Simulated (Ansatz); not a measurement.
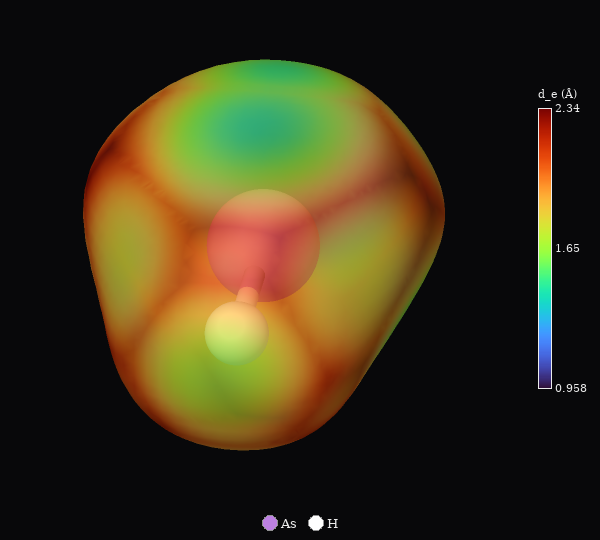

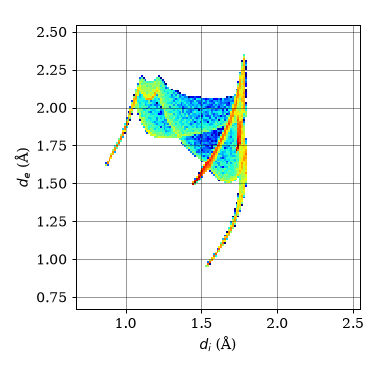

Hirshfeld surface computed for one AsH unit (covalently bonded non-metal atoms) in SrAs2H2 (P-3m1), coloured by d_e. The second picture is its fingerprint plot, coloured by area on a logarithmic scale (blue little, red much).

The surface is where the fragment's share of the procrystal density (the sum of the densities of spherically averaged neutral Hartree-Fock atoms) equals one half. d_i and d_e are the distances from the surface to the nearest nucleus inside and outside. From Rb on the atoms have core potentials, so only their outer electrons count. X–H bonds are as in the structure, not normalised.

Origin of the cell: the end point of a relaxation with DFT, PAW plane waves, pbe (Ansatz); the starting structure was generated, so it need not be a known form of this composition.

```cif
data_structure
_symmetry_space_group_name_H-M 'P-3m1'
_symmetry_Int_Tables_number 164
_cell_length_a 5.0435
_cell_length_b 5.0435
_cell_length_c 4.0641
_cell_angle_alpha 90.000
_cell_angle_beta 90.000
_cell_angle_gamma 120.000
_cell_volume 89.53
loop_
_atom_site_label
_atom_site_type_symbol
_atom_site_symmetry_multiplicity
_atom_site_Wyckoff_symbol
_atom_site_fract_x
_atom_site_fract_y
_atom_site_fract_z
_atom_site_occupancy
As1 As 2 d 0.66667 0.33333 0.54756 1
H1 H 2 d 0.66667 0.33333 0.16109 1
Sr1 Sr 1 a 0.00000 0.00000 0.00000 1
```

Question: What is the shortest distance from the fragment to an atom outside it?

Answer: As–H, 2.49 Å.

Question: How is the surface shared among contacts (nearest atom inside ··· nearest atom outside)?

Answer: As···H 26 %, As···As 23 %, H···As 17 %, As···Sr 16 %, H···Sr 15 %, H···H 3.6 %. The surface faces 14 neighbours with more than 2 % of its area each: 6 Sr + 4 As + 4 H.

Question: Give the size and shape of the surface.

Answer: It encloses about 23.6 Å³, has an area of about 41 Å² and a globularity of 0.96 (1 for a sphere).

Question: Where does the fingerprint reach closest to the origin?

Answer: The smallest d_i + d_e is about 2.5 Å, which belongs to the shortest contact, As···H at 2.49 Å; d_e runs from 0.96 to 2.34 Å.
